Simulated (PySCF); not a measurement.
SMILES CO[SiH2][SiH2]C=O (C₂H₈O₂Si₂), singlet at its GFN2-xTB optimised geometry (Å):

```
14

C      2.3550     1.7019    -0.0379
O      1.3929     0.6945    -0.0281
Si    -0.2275     0.8610    -0.0110
Si    -0.7860    -1.3667     0.0000
C     -2.7015    -1.3667     0.0000
O     -3.3397    -0.3414     0.0000
H      2.2677     2.3291     0.8522
H      3.3397     1.2339    -0.0529
H      2.2438     2.3354    -0.9207
H     -0.6397     1.6520     1.1611
H     -0.6644     1.6484    -1.1764
H     -0.4333    -2.1961     1.1651
H     -0.4318    -2.2117    -1.1533
H     -3.2450    -2.3354     0.0005
```

Computed with B3LYP/def2-TZVP (PySCF).

Map of the deformation density (molecule minus spherical neutral atoms) (e/bohr³) on the plane z = 0.6 Å:

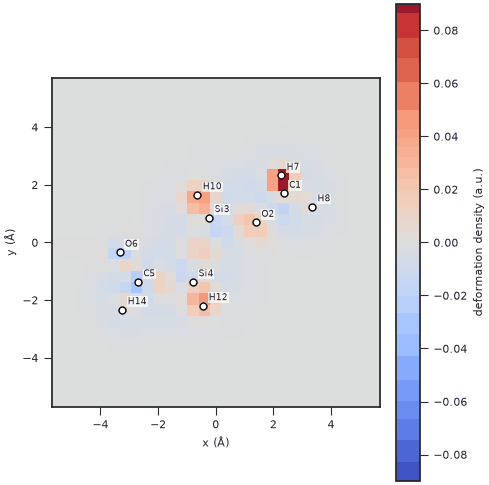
Deformation density (molecule minus spherical neutral atoms) (e/bohr³) on the plane z = 0.6 Å.
